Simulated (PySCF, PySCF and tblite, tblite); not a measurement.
# C₆H₆FN: conformers and averaged spectra, part 2 of 2

PySCF and tblite. Atoms count from 0.

## Step 8: Boltzmann average: properties at WP04/pcSseg-1 in chloroform

What the job is given:

```
{"job": {"study": "conf", "smiles": "Nc1ccc(F)cc1", "search": {"seed": 7543, "n_embed": 90, "ff_keep": 14, "window": 3.0, "nmax": 7, "temps": [200, 250, 298.15, 350, 400], "t_ref": 298.15, "order": 0.002, "geom": true}, "level": {"nmr": {"xc": "WP04", "basis": "pcSseg-1", "solvent": "chloroform"}, "sp": {"xc": "B3LYP", "basis": "def2-TZVP", "solvent": "chloroform"}, "j": {"xc": "B3LYP", "basis": {"default": "pcSseg-1", "H": "pcJ-1", "F": "pcJ-1"}, "nuclei": ["H", "F", "P", "Si", "B"], "top": 4}, "uv": {"xc": "PBE0", "basis": "def2-SVPD", "nstates": 8, "ntriplets": 0, "top": 4, "solvent": "chloroform"}}, "kind": "conf"}, "charge": 0, "multiplicity": 1}
N      2.323024    -0.192771     0.112086
C      0.945125    -0.078434     0.044094
C      0.123880    -1.218720     0.044259
C     -1.262993    -1.105754     0.028273
C     -1.847274     0.153744     0.012804
F     -3.180255     0.265038    -0.006048
C     -1.062643     1.299366     0.013078
C      0.323835     1.181869     0.029046
H      2.850301     0.606161    -0.214859
H      2.710863    -1.071549    -0.204951
H      0.581910    -2.211398     0.060224
H     -1.900415    -1.992209     0.026966
H     -1.545319     2.278621    -0.000043
H      0.939282     2.085564     0.032905
```

Output:

```text
conformer  sym    E(xTB)   E(DFT)   G(298.15 K)  weight  dipole/D
    1     Cs      0.000    0.000    0.000   1.0000    3.720

mean shielding (ppm) by class
class atoms           200 K      250 K   298.15 K      350 K      400 K
  0 N  0            178.224    178.224    178.224    178.224    178.224
  1 C  1              22.02      22.02      22.02      22.02      22.02
  2 C  2,7           54.013     54.013     54.013     54.013     54.013
  3 C  3,6           50.725     50.725     50.725     50.725     50.725
  4 C  4              9.403      9.403      9.403      9.403      9.403
  5 F  5            316.467    316.467    316.467    316.467    316.467
  6 H  8,9           28.047     28.047     28.047     28.047     28.047
  7 H  10,13         25.131     25.131     25.131     25.131     25.131
  8 H  11,12          24.76      24.76      24.76      24.76      24.76
```

It took 96 s on 1 thread of Arm Neoverse V1, shared host. This counts the runs that the step sums up.

The search (ETKDG and KDG, MMFF94s, GFN2-xTB) embedded 90 structures, kept 1 distinct ones after the force field and 1 after xTB; 1 was carried on (window 3.0 kcal/mol at the search's own energies). Energies: B3LYP/def2-TZVP in chloroform with D3(BJ).

Conformer by conformer (298 K):

| no. | group | mirror pair | ΔE xTB | ΔE DFT | ΔG | weight (%) | μ (D) | H8–N0–C1–C2 (°) | A, B, C (GHz) |
| --- | --- | --- | --- | --- | --- | --- | --- | --- | --- |
| 1 | Cs | no | 0.00 | 0.00 | 0.00 | 100.0 | 3.72 | 159 | 5.61, 1.45, 1.15 |

Energies in kcal/mol. ΔG holds xTB vibrations and rotation, symmetry numbers and mirror pairs.

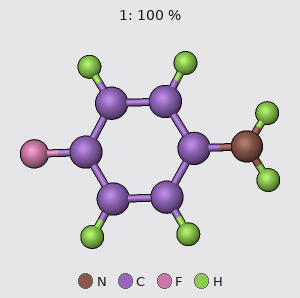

The one conformer.

Shifts against references run at the same level ($^{1}$H TMS 31.55, $^{13}$C TMS 173.1, $^{15}$N NH3 249.6, $^{19}$F CFCl3 180.0 ppm of shielding), by class of atoms, at 298 K:

| atoms | environment | average | measured |
| --- | --- | --- | --- |
| C4 | aromatic carbon bearing fluorine | 163.7 | 156.7 |
| C1 | aromatic carbon bearing nitrogen | 151.1 | – |
| C3, C6 | aromatic CH | 122.4 | – |
| C2, C7 | aromatic CH | 119.1 | – |
| H11, H12 | hydrogen on an aromatic CH | 6.79 | – |
| H10, H13 | hydrogen on an aromatic CH | 6.42 | – |
| H8, H9 | hydrogen on an aniline-type nitrogen | 3.50 | – |
| N0 | aniline-type nitrogen | 71.4 | – |
| F5 | aryl fluorine | -136.5 | -127.3 |

Measured: solution, CDCl3; Viesser, Ducati, Tormena, Autschbach, PCCP 2018 (ESI); G. Saielli, R. Bini, A. Bagno, Computational 19F NMR. 2. Organic compounds, RSC Adv. 2014, ESI (exp. from Berger-Braun-Kalinowski 1994 and Everett 1995).

Couplings (Hz, B3LYP/pcJ-1+pcSseg-1; one pair named for each class), from conformers that hold 100 % of the weight:

| pair | bonds | average |
| --- | --- | --- |
| H8–H9 | 2 | -2.1 |
| H10–H11 | 3 | 9.7 |
| F5–H11 | 3 | 8.2 |
| F5–H10 | 4 | 3.6 |
| H10–H13 | 4 | 2.7 |
| H11–H12 | 4 | 2.6 |

Effective distances for nuclear Overhauser effects, ⟨r⁻⁶⟩^(−1/6) over all pairs of two classes (Å): H8···H10 2.69; H10···H11 2.79.

Lowest and brightest singlet by conformer (PBE0/def2-SVPD in chloroform): no. 1 4.53 and 6.62 eV.

## Step 9: Shieldings, conformer 1: PBE0/pcSseg-1 in acetone

What the job is given:

```
{"job": {"xc": "PBE0", "basis": "pcSseg-1", "solvent": "acetone", "kind": "nmr", "pop": false}, "charge": 0, "multiplicity": 1}
N      2.323024    -0.192771     0.112086
C      0.945125    -0.078434     0.044094
C      0.123880    -1.218720     0.044259
C     -1.262993    -1.105754     0.028273
C     -1.847274     0.153744     0.012804
F     -3.180255     0.265038    -0.006048
C     -1.062643     1.299366     0.013078
C      0.323835     1.181869     0.029046
H      2.850301     0.606161    -0.214859
H      2.710863    -1.071549    -0.204951
H      0.581910    -2.211398     0.060224
H     -1.900415    -1.992209     0.026966
H     -1.545319     2.278621    -0.000043
H      0.939282     2.085564     0.032905
```

Output:

```text
coarse grid: 12384 points
cycle   1  E = -386.2769560873  dE =  1.378e+00  |g| = 5.052e-01  |ddm| = 3.671e+00
cycle   2  E = -386.2656177875  dE =  1.134e-02  |g| = 5.922e-01  |ddm| = 8.513e-01
cycle   3  E = -386.3268865795  dE = -6.127e-02  |g| = 7.447e-02  |ddm| = 4.480e-01
cycle   4  E = -386.3279758936  dE = -1.089e-03  |g| = 3.134e-02  |ddm| = 8.504e-02
cycle   5  E = -386.3282085468  dE = -2.327e-04  |g| = 8.391e-03  |ddm| = 3.117e-02
cycle   6  E = -386.3282247957  dE = -1.625e-05  |g| = 2.264e-03  |ddm| = 8.778e-03
cycle   7  E = -386.3282260486  dE = -1.253e-06  |g| = 3.878e-04  |ddm| = 2.288e-03
final grid: 122080 points
cycle   8  E = -386.3781069395  dE = -3.598e-05  |g| = 7.812e-03  |ddm| = 4.062e-02
cycle   9  E = -386.3781035148  dE =  3.425e-06  |g| = 9.296e-03  |ddm| = 1.479e-02
cycle  10  E = -386.3781212743  dE = -1.776e-05  |g| = 1.213e-03  |ddm| = 8.084e-03
cycle  11  E = -386.3781215147  dE = -2.404e-07  |g| = 1.457e-04  |ddm| = 1.159e-03
cycle  12  E = -386.3781215182  dE = -3.433e-09  |g| = 4.543e-05  |ddm| = 1.538e-04
cycle  13  E = -386.3781215185  dE = -3.440e-10  |g| = 2.462e-05  |ddm| = 6.044e-05
converged SCF energy = -386.3781215185

GIAO shielding tensors (ppm)
atom      isotropic    diamagn.    paramagn.     s11        s22        s33       span
  0 N      191.952     317.662    -125.710    157.426    168.293    250.135     92.709
  1 C       34.860     253.194    -218.334    -54.180      5.599    153.162    207.342
  2 C       66.320     253.513    -187.193    -17.030     54.061    161.928    178.957
  3 C       63.109     255.616    -192.508    -23.530     47.132    165.724    189.254
  4 C       23.570     254.422    -230.852    -55.749     40.426     86.032    141.782
  5 F      316.472     477.619    -161.147    254.847    321.138    373.430    118.583
  6 C       63.072     255.626    -192.554    -23.615     47.149    165.681    189.296
  7 C       66.304     253.494    -187.191    -17.037     54.006    161.941    178.978
  8 H       27.673      30.807      -3.134     20.790     26.220     36.010     15.221
  9 H       27.675      30.808      -3.132     20.794     26.221     36.012     15.218
 10 H       24.435      31.228      -6.793     20.489     25.026     27.789      7.299
 11 H       24.125      29.206      -5.081     20.835     24.871     26.668      5.833
 12 H       24.125      29.212      -5.087     20.837     24.865     26.672      5.835
 13 H       24.432      31.225      -6.793     20.487     25.026     27.785      7.298
```

Wall time 16 s (1 thread of Arm Neoverse V1, shared host); peak memory 0.97 GiB.

This run: HOMO -5.91 eV, LUMO -0.41 eV; dipole 3.98 D.

## Step 10: Single-point energy, conformer 1: HF/6-31+G* in acetone

The job, as its differences from that of step 9:

```diff
@@ -1,2 +1,2 @@
-{"job": {"xc": "PBE0", "basis": "pcSseg-1", "solvent": "acetone", "kind": "nmr", "pop": false}, "charge": 0, "multiplicity": 1}
+{"job": {"xc": "HF", "basis": "6-31+G*", "solvent": "acetone", "kind": "sp"}, "charge": 0, "multiplicity": 1}
 N      2.323024    -0.192771     0.112086
```

Output:

```text
final grid: 122080 points
cycle   1  E = -384.4953469866  dE =  2.288e+00  |g| = 5.870e-01  |ddm| = 1.171e+01
cycle   2  E = -384.5872517669  dE = -9.190e-02  |g| = 2.560e-01  |ddm| = 2.374e+00
cycle   3  E = -384.6005084488  dE = -1.326e-02  |g| = 8.414e-02  |ddm| = 8.630e-01
cycle   4  E = -384.6024174514  dE = -1.909e-03  |g| = 1.379e-02  |ddm| = 5.035e-01
cycle   5  E = -384.6024896008  dE = -7.215e-05  |g| = 4.723e-03  |ddm| = 7.048e-02
cycle   6  E = -384.6025020976  dE = -1.250e-05  |g| = 1.789e-03  |ddm| = 1.938e-02
cycle   7  E = -384.6025051052  dE = -3.008e-06  |g| = 7.097e-04  |ddm| = 1.418e-02
cycle   8  E = -384.6025056368  dE = -5.316e-07  |g| = 3.571e-04  |ddm| = 8.410e-03
cycle   9  E = -384.6025057906  dE = -1.537e-07  |g| = 1.519e-04  |ddm| = 3.880e-03
cycle  10  E = -384.6025058290  dE = -3.844e-08  |g| = 6.175e-05  |ddm| = 2.047e-03
cycle  11  E = -384.6025058333  dE = -4.322e-09  |g| = 1.784e-05  |ddm| = 6.888e-04
cycle  12  E = -384.6025058336  dE = -3.176e-10  |g| = 4.659e-06  |ddm| = 2.510e-04
converged SCF energy = -384.6025058336
```

It took 3.3 s on 1 thread of Arm Neoverse V1, shared host; peak memory 0.58 GiB.

Key values: HOMO -8.04 eV, LUMO 2.08 eV; dipole 3.90 D.

## Step 11: The ensemble: properties at PBE0/pcSseg-1 in acetone

What the job is given:

```
{"job": {"study": "conf", "smiles": "Nc1ccc(F)cc1", "search": {"seed": 7543, "n_embed": 90, "ff_keep": 14, "window": 3.0, "nmax": 7, "temps": [200, 250, 298.15, 350, 400], "t_ref": 298.15, "order": 0.002, "geom": true}, "level": {"nmr": {"xc": "PBE0", "basis": "pcSseg-1", "solvent": "acetone"}, "sp": {"xc": "HF", "basis": "6-31+G*", "solvent": "acetone"}, "change": "PBE0/pcSseg-1; solvent acetone; energies HF/6-31+G*", "top": 4}, "kind": "conf"}, "charge": 0, "multiplicity": 1}
N      2.323024    -0.192771     0.112086
C      0.945125    -0.078434     0.044094
C      0.123880    -1.218720     0.044259
C     -1.262993    -1.105754     0.028273
C     -1.847274     0.153744     0.012804
F     -3.180255     0.265038    -0.006048
C     -1.062643     1.299366     0.013078
C      0.323835     1.181869     0.029046
H      2.850301     0.606161    -0.214859
H      2.710863    -1.071549    -0.204951
H      0.581910    -2.211398     0.060224
H     -1.900415    -1.992209     0.026966
H     -1.545319     2.278621    -0.000043
H      0.939282     2.085564     0.032905
```

Output:

```text
conformer  sym    E(xTB)   E(DFT)   G(298.15 K)  weight  dipole/D
    1     Cs      0.000    0.000    0.000   1.0000    3.904

mean shielding (ppm) by class
class atoms           200 K      250 K   298.15 K      350 K      400 K
  0 N  0            191.952    191.952    191.952    191.952    191.952
  1 C  1              34.86      34.86      34.86      34.86      34.86
  2 C  2,7           66.312     66.312     66.312     66.312     66.312
  3 C  3,6            63.09      63.09      63.09      63.09      63.09
  4 C  4              23.57      23.57      23.57      23.57      23.57
  5 F  5            316.472    316.472    316.472    316.472    316.472
  6 H  8,9           27.674     27.674     27.674     27.674     27.674
  7 H  10,13         24.434     24.434     24.434     24.434     24.434
  8 H  11,12         24.125     24.125     24.125     24.125     24.125
```

It took 20 s on 1 thread of Arm Neoverse V1, shared host. This counts the runs that the step sums up.

Against the first level, at 298 K (shifts, ppm; largest changes first):

| atoms | WP04/pcSseg-1 in chloroform | PBE0/pcSseg-1 in acetone | change |
| --- | --- | --- | --- |
| N0 | 71.4 | 76.5 | +5.1 |
| C4 | 163.7 | 161.9 | -1.9 |
| C1 | 151.1 | 150.6 | -0.5 |
| F5 | -136.5 | -136.1 | +0.4 |
| H10, H13 | 6.42 | 6.81 | +0.39 |
| H11, H12 | 6.79 | 7.12 | +0.33 |
| H8, H9 | 3.50 | 3.57 | +0.07 |
| C3, C6 | 122.4 | 122.3 | -0.1 |
| C2, C7 | 119.1 | 119.1 | +0.0 |

Weights: from B3LYP/def2-TZVP in chloroform energies 1: 100 %; from HF/6-31+G* in acetone energies 1: 100 % (with a dispersion term where the level has one and the same thermal terms, so they don't follow from the SCF energies alone). Times: 96 s and 20 s.

## Step 12: Summary of results

This closing draws on all 2 parts.

| quantity | value |
| --- | --- |
| conformers | 1; the first in weight is no. 1 (Cs), 100 % at 298 K |
| root-mean-square dipole | 3.72 D |
| averaged $^{13}$C shifts (WP04/pcSseg-1 in chloroform) | 163.7, 151.1, 122.4, 119.1 ppm |
| averaged $^{1}$H shifts (WP04/pcSseg-1 in chloroform) | 6.79, 6.42, 3.50 ppm |
| averaged $^{19}$F shifts (WP04/pcSseg-1 in chloroform) | -136.5 ppm |

The search found one conformer in the window, so the averages are its own values. Against 1 measured $^{13}$C shift the average misses by 7.0 ppm. Against 1 measured $^{19}$F shift the average misses by 9.2 ppm. Vibration is missing from the shifts, so part of that gap is not the functional's. Protons on O, N, S or Se exchange and bind to solvent, so their values hold for the lone molecule only. Going from WP04/pcSseg-1 in chloroform to PBE0/pcSseg-1 in acetone moves N0 most, by 5.1 ppm.
